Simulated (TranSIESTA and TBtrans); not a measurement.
System: Cu point contact of 1 atom in a row between two rods. Leads: fcc Cu rod along [100], layers of 5 and 4 atoms, a = 3.63 Å. Geometry: as built, not relaxed. Transport runs along z; the first 18 and the last 18 of the 68 atoms are the lead cells, repeated to infinity.

```xyz
68
Lattice="13.634 0.000 0.000 0.000 13.634 0.000 0.000 0.000 29.040" Properties=species:S:1:pos:R:3 pbc="F F T"
Cu     6.817     6.817     0.000
Cu     9.384     6.817     0.000
Cu     6.817     9.384     0.000
Cu     4.250     6.817     0.000
Cu     6.817     4.250     0.000
Cu     8.100     8.100     1.815
Cu     5.533     8.100     1.815
Cu     8.100     5.533     1.815
Cu     5.533     5.533     1.815
Cu     6.817     6.817     3.630
Cu     9.384     6.817     3.630
Cu     6.817     9.384     3.630
Cu     4.250     6.817     3.630
Cu     6.817     4.250     3.630
Cu     8.100     8.100     5.445
Cu     5.533     8.100     5.445
Cu     8.100     5.533     5.445
Cu     5.533     5.533     5.445
Cu     6.817     6.817     7.260
Cu     9.384     6.817     7.260
Cu     6.817     9.384     7.260
Cu     4.250     6.817     7.260
Cu     6.817     4.250     7.260
Cu     8.100     8.100     9.075
Cu     5.533     8.100     9.075
Cu     8.100     5.533     9.075
Cu     5.533     5.533     9.075
Cu     6.817     6.817    10.890
Cu     9.384     6.817    10.890
Cu     6.817     9.384    10.890
Cu     4.250     6.817    10.890
Cu     6.817     4.250    10.890
Cu     8.100     8.100    12.705
Cu     5.533     8.100    12.705
Cu     8.100     5.533    12.705
Cu     5.533     5.533    12.705
Cu     6.817     6.817    14.520
Cu     8.100     8.100    16.335
Cu     5.533     8.100    16.335
Cu     8.100     5.533    16.335
Cu     5.533     5.533    16.335
Cu     6.817     6.817    18.150
Cu     9.384     6.817    18.150
Cu     6.817     9.384    18.150
Cu     4.250     6.817    18.150
Cu     6.817     4.250    18.150
Cu     8.100     8.100    19.965
Cu     5.533     8.100    19.965
Cu     8.100     5.533    19.965
Cu     5.533     5.533    19.965
Cu     6.817     6.817    21.780
Cu     9.384     6.817    21.780
Cu     6.817     9.384    21.780
Cu     4.250     6.817    21.780
Cu     6.817     4.250    21.780
Cu     8.100     8.100    23.595
Cu     5.533     8.100    23.595
Cu     8.100     5.533    23.595
Cu     5.533     5.533    23.595
Cu     6.817     6.817    25.410
Cu     9.384     6.817    25.410
Cu     6.817     9.384    25.410
Cu     4.250     6.817    25.410
Cu     6.817     4.250    25.410
Cu     8.100     8.100    27.225
Cu     5.533     8.100    27.225
Cu     8.100     5.533    27.225
Cu     5.533     5.533    27.225
```

Run with TranSIESTA and TBtrans (open boundaries, self-consistent; PseudoDojo norm-conserving potentials, scalar-relativistic): PAO.BasisSize SZP, PAO.EnergyShift 0.15 eV, XC.Authors PBE, Mesh.Cutoff 150 Ry, ElectronicTemperature 300 K, TBT.Elecs.Eta 0.001 eV, no spin polarisation.

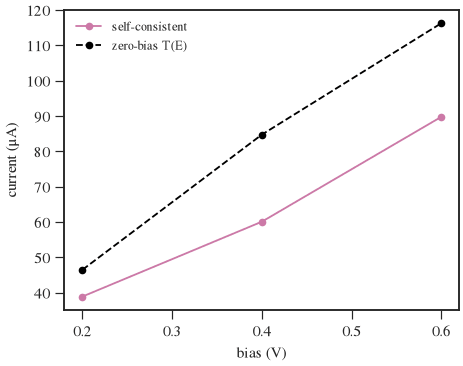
Fig. 1. Current against bias

```
V (V)  I self-consistent (μA)  I from the zero-bias T(E) (μA)
-----  ----------------------  ------------------------------
0.2                      38.9                            46.5
0.4                      60.1                            84.7
0.6                      89.8                             116
```

Positive bias raises the left lead's chemical potential. The energy step is 0.02 eV; narrower resonances are cut or missed.

The leads' channel count changes near 0.01 eV, within the thermal window, so values at the Fermi level hang on where that band edge falls.
